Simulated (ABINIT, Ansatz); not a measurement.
# Na2LiScF6 (Fm-3m): G0W0 on several meshes in ABINIT

How does the mesh move the gap of Na2LiScF6 (Fm-3m)?

Calculated with ABINIT 10.8.3; PBEsol and many-body steps on it, plane waves.

## (1) Set-up

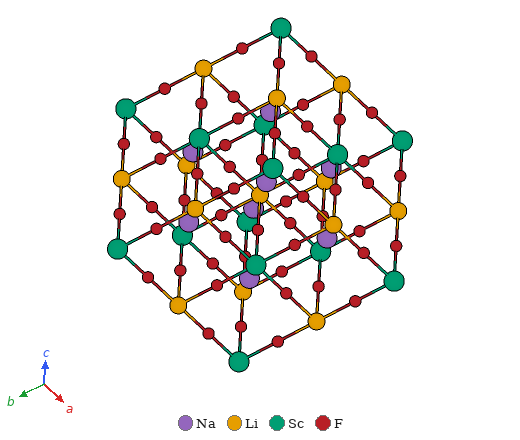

Start, viewed from a free direction; sodium purple, lithium orange, scandium teal, fluorine red. This picture shows the conventional cell, with its axes. Some periodic images of atoms are drawn too.

The cell and positions are those that the Materials Project relaxed with its own functionals (PBE, PBE+U or r2SCAN), kept fixed.

## (2) Empty states on the mesh, 2×2×2 mesh, 271 bands

This step: ABINIT 10.8.3; DFT, PBEsol, plane waves, norm-conserving pseudopotentials.

The sums over transitions need many empty states on a uniform mesh; this step solves for them.

Input file run.abi:

```
acell 3*1.0 Angstrom
rprim 
  0.000000000000 4.017450000000 4.017450000000
  4.017450000000 0.000000000000 4.017450000000
  4.017450000000 4.017450000000 -0.000000000000
ntypat 4
znucl 11 3 21 9
natom 10
typat 1 1 2 3 4 4 4 4 4 4
xred 
  0.250000000000 0.250000000000 0.250000000000
  0.750000000000 0.750000000000 0.750000000000
  0.500000000000 0.500000000000 0.500000000000
  0.000000000000 -0.000000000000 0.000000000000
  0.250423000000 0.250423000000 0.749577000000
  0.250423000000 0.749577000000 0.749577000000
  0.749577000000 0.749577000000 0.250423000000
  0.250423000000 0.749577000000 0.250423000000
  0.749577000000 0.250423000000 0.749577000000
  0.749577000000 0.250423000000 0.250423000000
pp_dirpath "pseudos"
pseudos "Na.upf, Li.upf, Sc.upf, F.upf"
ecut 38
ngkpt 2 2 2
nshiftk 1
shiftk 0 0 0
kptopt 1
chksymbreak 0
iscf -2
irdden 1
istwfk *1
nband 271
nbdbuf 24
tolwfr 1e-09
nstep 60
prtvol 0
indata_prefix "in"
outdata_prefix "out"
tmpdata_prefix "tmp"
```

The run is started by

```
OMP_NUM_THREADS=1 mpirun -n 4 abinit run.abi > log
```

Numbers of over 12 decimals in the logs are rounded to 6 here.

The log of the run:

```text
.Version 10.8.3 of ABINIT. v10.8.2 released Aug 2026.

 Symmetries : space group Fm -3 m (#225); Bravais cF (face-center cubic)
[... echo of the input left out ...]
== DATASET  1 ==================================================================
-   mpi_nproc: 4, omp_nthreads: 1 (-1 if OMP is not activated)
-    --> not optimal distribution: autoparal keyword recommended in input file <--

--- !DatasetInfo
iteration_state: {dtset: 1, }
dimensions: {natom: 10, nkpt: 3, mband: 271, nsppol: 1, nspinor: 1, nspden: 1, mpw: 9841, }
cutoff_energies: {ecut:  38.0, pawecutdg:  -1.0, }
[...]
2.86661    2.86661    2.86661    2.88313    2.88313    2.88313    2.91173    2.91174
   2.92733    2.92733    2.92736    2.93400    2.93401    2.93427    2.93704    2.93704
   2.93741    2.94812    2.94812    2.94978    2.95240    2.96000    2.96266
 prteigrs : prtvol=0 or 1, do not print more k-points.

== END DATASET(S) ==============================================================
================================================================================

 -outvars: echo values of variables after computation  --------
            nband         271
             nkpt           3
          spgroup         225
 [... the other variables as echoed above ...]

 Calculation completed.
```

The job ended after 2.3 min (4 MPI ranks of Arm Neoverse V2, shared host; peak memory 0.5 GiB; 9.2 min of CPU time).

This step gave:

| Quantity | Value |
| --- | --- |
| gap | 6.027 eV |
| k of the valence top | 0, 0, 0 |
| k of the conduction bottom | 0, 0, 0 |
| least direct gap | 6.027 eV |
| k points computed | 3 |
| lowest point of the top converged band, above the valence top | 77.3617 eV |

On this mesh the gap is 6.027 eV.

The density comes from a self-consistent run that is not shown.

## (3) Screening, 2×2×2 mesh, 122 bands, screening to 114.3 eV

The RPA dielectric matrix is built and inverted for each q.

This step: RPA screening on PBEsol, plane waves, norm-conserving pseudopotentials.

Changes to run.abi since step 2:

```diff
@@ -28,10 +28,11 @@
 chksymbreak 0
-iscf -2
-irdden 1
 istwfk *1
-nband 271
-nbdbuf 24
-tolwfr 1e-09
-nstep 60
-prtvol 0
+occopt 1
+irdwfk 1
+optdriver 3
+nband 122
+ecuteps 4.2
+inclvkb 2
+awtr 1
+symchi 1
 indata_prefix "in"
```

The log of the run:

```text
.Version 10.8.3 of ABINIT. v10.8.2 released Aug 2026.

 Symmetries : space group Fm -3 m (#225); Bravais cF (face-center cubic)
[... echo of the input left out ...]
== DATASET  1 ==================================================================
-   mpi_nproc: 4, omp_nthreads: 1 (-1 if OMP is not activated)

--- !DatasetInfo
iteration_state: {dtset: 1, }
dimensions: {natom: 10, nkpt: 3, mband: 122, nsppol: 1, nspinor: 1, nspden: 1, mpw: 9841, }
cutoff_energies: {ecut:  38.0, pawecutdg:  -1.0, }
electrons: {nelect:   7.40000000E+01, charge:   0.00000000E+00, occopt:   1.00000000E+00, tsmear:   1.00000000E-02, }

 SCREENING: Calculation of the susceptibility and dielectric matrices

 Based on a program developped by R.W. Godby, V. Olevano, G. Onida, and L. Reining.
 Incorporated in ABINIT by V. Olevano, G.-M. Rignanese, and M. Torrent.
.Using double precision arithmetic ; gwpc =  8

[... cell and pseudopotentials left out ...]
--------------------------------------------------------------------------------

 ==== K-mesh for the wavefunctions ====
 Number of points in the irreducible wedge :     3
[... list of points left out ...]
 Together with 48 symmetry operations and time-reversal symmetry
 yields     8 points in the full Brillouin Zone.

 ==== Q-mesh for the screening function ====
 Number of points in the irreducible wedge :     3
[... list of points left out ...]
 Together with 48 symmetry operations and time-reversal symmetry
 yields     8 points in the full Brillouin Zone.

 setmesh: FFT mesh size selected  =    40x   40x   40
          total number of points  =        64000

 vcoul_init : cutoff-mode = AUXILIARY_FUNCTION
 q-points for optical limit:   1
     1)      0.000010    0.000020    0.000030

- screening: taking advantage of time-reversal symmetry
- Maximum band index for partially occupied states nbvw = 37
- Remaining bands to be divided among processors   nbcw = 85
- Number of bands treated by each node ~21

 Number of electrons calculated from density =   74.0000; Expected =   74.0000
 average of density, n =  0.084558
 r_s =    1.4134
 omega_plasma =   28.0500 [eV]

 calculating chi0 at frequencies [eV] :
  1    0.000000E+00    0.000000E+00
  2    0.000000E+00    2.804997E+01

--------------------------------------------------------------------------------
  q-point number  1        q = ( 0.000000, 0.000000, 0.000000) [r.l.u.]
--------------------------------------------------------------------------------
[... chi0 elements left out ...]
 For q-point:  0.000010 0.000020 0.000030
  dielectric constant =   2.0240
  dielectric constant without local fields =   2.1933

  Average fulfillment of the sum rule on Im[epsilon] for q-point    1 :     33.43  [%]
[... wings left out ...]
  q-point number  2        q = ( 0.500000, 0.000000, 0.000000) [r.l.u.]
--------------------------------------------------------------------------------
[... chi0 elements left out ...]
  Average fulfillment of the sum rule on Im[epsilon] for q-point    2 :     38.52  [%]

 [... 1 further q-points ...]
```

Wall time 33 s (4 MPI ranks); peak memory 1.6 GiB.

This step gave:

* ε∞ with local fields, on this mesh, along the program's q direction: 2.024
* the same without local fields: 2.193
* plasma frequency: 28.05 eV
* plane waves in the screening matrix: 339

Local fields lower ε∞ by 8 %. On a Γ-centred mesh this coarse the value itself is usually too large, while a short band sum pulls it down.

## (4) 2×2×2

The self-energy is evaluated for the states that the input lists, and the levels follow from it, in one-shot runs by the linearised quasiparticle equation.

This step: G0W0 on PBEsol, plane waves, norm-conserving pseudopotentials.

Changes to run.abi since step 3:

```diff
@@ -31,8 +31,15 @@
 irdwfk 1
-optdriver 3
+optdriver 4
 nband 122
+gwcalctyp 0
+ecutsigx 38
+symsigma 1
+nkptgw 1
+kptgw 
+  0.0000000000 0.0000000000 0.0000000000
+bdgw 
+  35 41
 ecuteps 4.2
-inclvkb 2
-awtr 1
-symchi 1
+irdscr 1
+ppmodel 1
 indata_prefix "in"
```

The log of the run:

```text
.Version 10.8.3 of ABINIT. v10.8.2 released Aug 2026.

 Symmetries : space group Fm -3 m (#225); Bravais cF (face-center cubic)
[... echo of the input left out ...]
== DATASET  1 ==================================================================
-   mpi_nproc: 4, omp_nthreads: 1 (-1 if OMP is not activated)

--- !DatasetInfo
iteration_state: {dtset: 1, }
dimensions: {natom: 10, nkpt: 3, mband: 122, nsppol: 1, nspinor: 1, nspden: 1, mpw: 9841, }
cutoff_energies: {ecut:  38.0, pawecutdg:  -1.0, }
electrons: {nelect:   7.40000000E+01, charge:   0.00000000E+00, occopt:   1.00000000E+00, tsmear:   1.00000000E-02, }

 SIGMA: Calculation of the GW corrections

 Based on a program developped by R.W. Godby, V. Olevano, G. Onida, and L. Reining.
 Incorporated in ABINIT by V. Olevano, G.-M. Rignanese, and M. Torrent.
.Using double precision arithmetic ; gwpc =  8

[... cell and pseudopotentials left out ...]
--------------------------------------------------------------------------------

 ==== K-mesh for the wavefunctions ====
 Number of points in the irreducible wedge :     3
[... list of points left out ...]
 Together with 48 symmetry operations and time-reversal symmetry
 yields     8 points in the full Brillouin Zone.

 ==== Q-mesh for screening function ====
 Number of points in the irreducible wedge :     3
[... list of points left out ...]
 Together with 48 symmetry operations and time-reversal symmetry
 yields     8 points in the full Brillouin Zone.

 vcoul_init : cutoff-mode = AUXILIARY_FUNCTION
 q-points for optical limit:   1
     1)      0.000010    0.000020    0.000030
 setmesh: FFT mesh size selected  =    60x   60x   60
          total number of points  =       216000

 Number of electrons calculated from density =   74.0000; Expected =   74.0000
 average of density, n =  0.084558
 r_s =    1.4134
 omega_plasma =   28.0500 [eV]

 === KS Band Gaps ===
  >>>> For spin  1
   Minimum direct gap =   6.0274 [eV], located at k-point      :   0.0000  0.0000  0.0000
   Fundamental gap    =   6.0274 [eV], Top of valence bands at :   0.0000  0.0000  0.0000
                                       Bottom of conduction at :   0.0000  0.0000  0.0000
 SIGMA fundamental parameters:
 PLASMON POLE MODEL  1
 number of plane-waves for SigmaX                 9841
 number of plane-waves for SigmaC and W            339
 number of plane-waves for wavefunctions          9841
 number of bands                                   122
 number of independent spin polarizations            1
 number of spinorial components                      1
 number of k-points in IBZ                           3
 number of q-points in IBZ                           3
 number of symmetry operations                      48
 number of k-points in BZ                            8
 number of q-points in BZ                            8
 number of frequencies for dSigma/dE                 9
 frequency step for dSigma/dE [eV]                0.25
 number of omega for Sigma on real axis              0
 max omega for Sigma on real axis  [eV]           0.00
 zcut for avoiding poles [eV]                     0.10

 EPSILON^-1 parameters (SCR file):
 dimension of the eps^-1 matrix on file            339
 dimension of the eps^-1 matrix used               339
 number of plane-waves for wavefunctions          9841
 number of bands                                   122
 number of q-points in IBZ                           3
 number of frequencies                               2
 number of real frequencies                          1
 number of imag frequencies                          1

 matrix elements of self-energy operator (all in [eV])

 Perturbative Calculation

--- !SelfEnergy_ee
iteration_state: {dtset: 1, }
kpoint     : [   0.000,    0.000,    0.000, ]
spin       : 1
KS_gap     :    6.027
QP_gap     :    9.444
Delta_QP_KS:    3.417
data: !SigmaeeData |
     Band     E0 <VxcDFT>   SigX SigC(E0)      Z dSigC/dE  Sig(E)    E-E0       E
       35  -1.040 -22.672 -29.900   5.115   0.814  -0.228 -24.392  -1.720  -2.759
       36  -1.040 -22.672 -29.900   5.115   0.814  -0.228 -24.392  -1.720  -2.759
       37  -1.040 -22.672 -29.900   5.115   0.814  -0.228 -24.392  -1.720  -2.759
       38   4.988  -8.734  -4.465  -2.386   0.901  -0.110  -7.037   1.697   6.685
       39   5.956 -18.615 -10.389  -3.589   0.832  -0.202 -14.757   3.858   9.815
       40   5.956 -18.615 -10.389  -3.589   0.832  -0.202 -14.757   3.858   9.815
       41   5.956 -18.615 -10.389  -3.589   0.832  -0.202 -14.757   3.858   9.815

== END DATASET(S) ==============================================================
================================================================================

 -outvars: echo values of variables after computation  --------
           etotal      0.0000000000E+00
            nband         122
             nkpt           3
          spgroup         225
 [... the other variables as echoed above ...]

 Calculation completed.
```

It took 7.2 s on 4 MPI ranks; peak memory 1.1 GiB; 28 s of CPU time.

This step gave:

| Item | Value |
| --- | --- |
| G0W0 gap on the points computed | 9.444 eV |
| starting gap on the mesh | 6.027 eV |
| k of the valence top | 0, 0, 0 |
| k of the conduction bottom | 0, 0, 0 |
| Z at the valence top | 0.814 |
| Z at the conduction bottom | 0.901 |
| least direct G0W0 gap on the computed points | 9.444 eV |

The gap on the mesh goes from 6.03 eV to 9.44 eV, a correction of +3.42 eV.

## (5) Empty states on the mesh, 4×4×4 mesh, 134 bands

This step: DFT, PBEsol, plane waves, norm-conserving pseudopotentials.

Changes to run.abi since step 4:

```diff
@@ -23,3 +23,3 @@
 ecut 38
-ngkpt 2 2 2
+ngkpt 4 4 4
 nshiftk 1
@@ -28,18 +28,10 @@
 chksymbreak 0
+iscf -2
+irdden 1
 istwfk *1
-occopt 1
-irdwfk 1
-optdriver 4
-nband 122
-gwcalctyp 0
-ecutsigx 38
-symsigma 1
-nkptgw 1
-kptgw 
-  0.0000000000 0.0000000000 0.0000000000
-bdgw 
-  35 41
-ecuteps 4.2
-irdscr 1
-ppmodel 1
+nband 134
+nbdbuf 12
+tolwfr 1e-09
+nstep 60
+prtvol 0
 indata_prefix "in"
```

The log of the run:

```text
.Version 10.8.3 of ABINIT. v10.8.2 released Aug 2026.

 Symmetries : space group Fm -3 m (#225); Bravais cF (face-center cubic)
[... echo of the input left out ...]
== DATASET  1 ==================================================================
-   mpi_nproc: 4, omp_nthreads: 1 (-1 if OMP is not activated)

--- !DatasetInfo
iteration_state: {dtset: 1, }
dimensions: {natom: 10, nkpt: 8, mband: 134, nsppol: 1, nspinor: 1, nspden: 1, mpw: 9841, }
cutoff_energies: {ecut:  38.0, pawecutdg:  -1.0, }
[...]
1.46229    1.48831    1.48831    1.48831    1.48919    1.49666    1.49666    1.49666
   1.51925    1.51925    1.51925    1.56839    1.56839    1.56839    1.63902    1.63902
   1.63902    1.67480    1.67481    1.67484    1.73614    1.73913
 prteigrs : prtvol=0 or 1, do not print more k-points.

== END DATASET(S) ==============================================================
================================================================================

 -outvars: echo values of variables after computation  --------
            nband         134
             nkpt           8
          spgroup         225
 [... the other variables as echoed above ...]

 Calculation completed.
```

The job ended after 77 s (4 MPI ranks; peak memory 0.57 GiB; 5.2 min of CPU time).

This step gave:

```
gap                                                           : 6.027 eV
k of the valence top                                          : 0, 0, 0
k of the conduction bottom                                    : 0, 0, 0
least direct gap                                              : 6.027 eV
k points computed                                             : 8
lowest point of the top converged band, above the valence top : 41.23 eV
```

On this mesh the gap is 6.027 eV.

## (6) Screening, 4×4×4 mesh, 122 bands, screening to 114.3 eV

This step: RPA screening on PBEsol, plane waves, norm-conserving pseudopotentials.

Changes to run.abi since step 5:

```diff
@@ -28,10 +28,11 @@
 chksymbreak 0
-iscf -2
-irdden 1
 istwfk *1
-nband 134
-nbdbuf 12
-tolwfr 1e-09
-nstep 60
-prtvol 0
+occopt 1
+irdwfk 1
+optdriver 3
+nband 122
+ecuteps 4.2
+inclvkb 2
+awtr 1
+symchi 1
 indata_prefix "in"
```

The log of the run:

```text
.Version 10.8.3 of ABINIT. v10.8.2 released Aug 2026.

 Symmetries : space group Fm -3 m (#225); Bravais cF (face-center cubic)
[... echo of the input left out ...]
== DATASET  1 ==================================================================
-   mpi_nproc: 4, omp_nthreads: 1 (-1 if OMP is not activated)

--- !DatasetInfo
iteration_state: {dtset: 1, }
dimensions: {natom: 10, nkpt: 8, mband: 122, nsppol: 1, nspinor: 1, nspden: 1, mpw: 9841, }
cutoff_energies: {ecut:  38.0, pawecutdg:  -1.0, }
electrons: {nelect:   7.40000000E+01, charge:   0.00000000E+00, occopt:   1.00000000E+00, tsmear:   1.00000000E-02, }

 SCREENING: Calculation of the susceptibility and dielectric matrices

 Based on a program developped by R.W. Godby, V. Olevano, G. Onida, and L. Reining.
 Incorporated in ABINIT by V. Olevano, G.-M. Rignanese, and M. Torrent.
.Using double precision arithmetic ; gwpc =  8

[... cell and pseudopotentials left out ...]
--------------------------------------------------------------------------------

 ==== K-mesh for the wavefunctions ====
 Number of points in the irreducible wedge :     8
[... list of points left out ...]
 Together with 48 symmetry operations and time-reversal symmetry
 yields    64 points in the full Brillouin Zone.

 ==== Q-mesh for the screening function ====
 Number of points in the irreducible wedge :     8
[... list of points left out ...]
 Together with 48 symmetry operations and time-reversal symmetry
 yields    64 points in the full Brillouin Zone.

 setmesh: FFT mesh size selected  =    40x   40x   40
          total number of points  =        64000

 vcoul_init : cutoff-mode = AUXILIARY_FUNCTION
 q-points for optical limit:   1
     1)      0.000010    0.000020    0.000030

- screening: taking advantage of time-reversal symmetry
- Maximum band index for partially occupied states nbvw = 37
- Remaining bands to be divided among processors   nbcw = 85
- Number of bands treated by each node ~21

 Number of electrons calculated from density =   74.0000; Expected =   74.0000
 average of density, n =  0.084558
 r_s =    1.4134
 omega_plasma =   28.0500 [eV]

 calculating chi0 at frequencies [eV] :
  1    0.000000E+00    0.000000E+00
  2    0.000000E+00    2.804997E+01

--------------------------------------------------------------------------------
  q-point number  1        q = ( 0.000000, 0.000000, 0.000000) [r.l.u.]
--------------------------------------------------------------------------------
[... chi0 elements left out ...]
 For q-point:  0.000010 0.000020 0.000030
  dielectric constant =   2.0107
  dielectric constant without local fields =   2.1797

  Average fulfillment of the sum rule on Im[epsilon] for q-point    1 :     33.46  [%]
[... wings left out ...]
  q-point number  2        q = ( 0.250000, 0.000000, 0.000000) [r.l.u.]
--------------------------------------------------------------------------------
[... chi0 elements left out ...]
  Average fulfillment of the sum rule on Im[epsilon] for q-point    2 :     42.56  [%]

 [... 6 further q-points ...]
```

It took 3.2 min on 4 MPI ranks; peak memory 3 GiB.

This step gave:

```yaml
eps_infinity_with_local_fields_on_this_mesh_along_the_program_s_q_direction: 2.011
the_same_without_local_fields: 2.180
plasma_frequency: 28.05 eV
plane_waves_in_the_screening_matrix: 339
```

(Part 1 of 2 ends here.)

[Paths, hosts, dates, memory and timing lines, banners, echoed tables and standing remarks are left out of the program output.]

[Logs are printed without paths, hosts, clocks, repeated set-up lines and the standing remarks that a program may print on its own settings, such as how far it seeks lower states.]

[Runs of the session that timed out or met a known fault of the program may be left out.]

[Hosts, paths, dates, database ids (printed as entryN), source tags and the programs' standing remarks are cut or masked in the printed files.]

[G0W0 gaps are taken among the corrected bands and points alone; a level outside them can change the order at an edge.]

[Where Ansatz stands beside ABINIT at settings called matched, ABINIT's density can come from a denser mesh and the files from another edition; pairs whose starting gaps differed by over 0.03 eV were left out, so agreement reads better than it is.]
